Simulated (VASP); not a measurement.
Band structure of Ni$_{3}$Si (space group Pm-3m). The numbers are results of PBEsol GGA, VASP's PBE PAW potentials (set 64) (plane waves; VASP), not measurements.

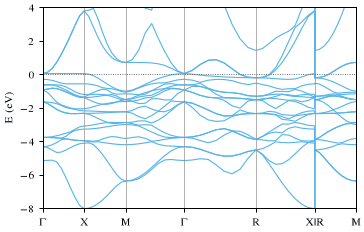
*Bands along high-symmetry lines, zero at the valence-band maximum or, without a gap, the Fermi level*

Question: Read the plot: is there a gap, and where are the band edges?

Answer: It has no gap at this level: it comes out as a metal or semimetal.

The structure is a typed Ni3Si crystal. The cell was not relaxed at this level. The run is not spin-polarised, so no magnetic state was tried.
